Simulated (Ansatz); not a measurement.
```yaml
atoms:
  - { symbol: F, position_ang: [1.0683, -1.5918, 1.3697] }
  - { symbol: F, position_ang: [1.5225, 0.6833, 2.0138] }
  - { symbol: F, position_ang: [1.7526, 0.3312, -0.3569] }
  - { symbol: F, position_ang: [-0.2247, -1.0244, -0.5806] }
  - { symbol: Se, position_ang: [0.4977, -0.0793, 0.7584] }
```

Geometry: B3LYP/6-31G*.

Computed with isolated molecule in a Gaussian basis; Kohn-Sham density functional theory, functional PBE0 (Ansatz).

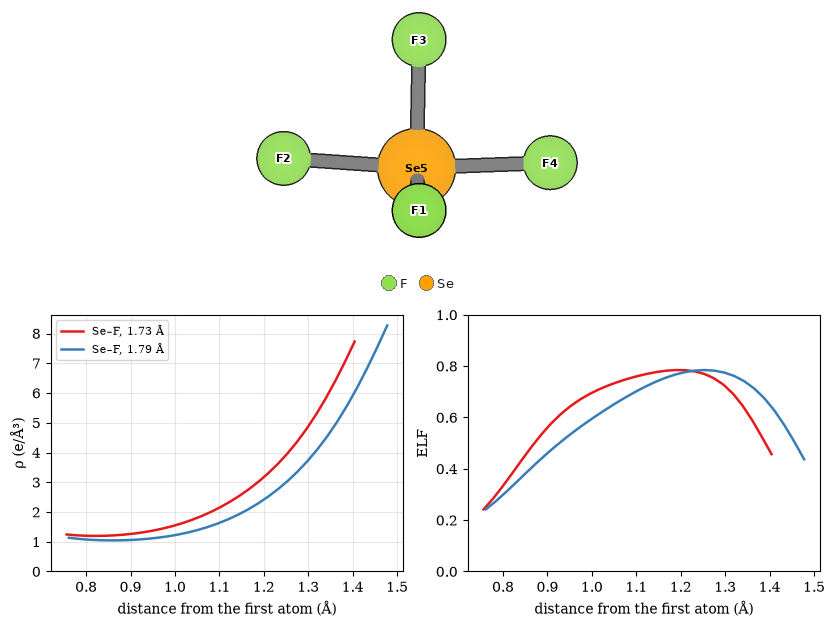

F4Se. Electron density and electron localisation function along straight lines between neighbouring atoms. The curves leave out the atomic cores. The structure is drawn too.

> What can be read from the curves?

Se–F (1.73 Å): the density is about 1.2 e/Å³ at the midpoint; the ELF peaks at about 0.80 in the valence shell of F, 0.5 Å from its nucleus, and is about 0.50 at the midpoint.
Se–F (1.79 Å): the density is about 1.1 e/Å³ at the midpoint; the ELF peaks at about 0.80 in the valence shell of F, 0.5 Å from its nucleus, and is about 0.45 at the midpoint.
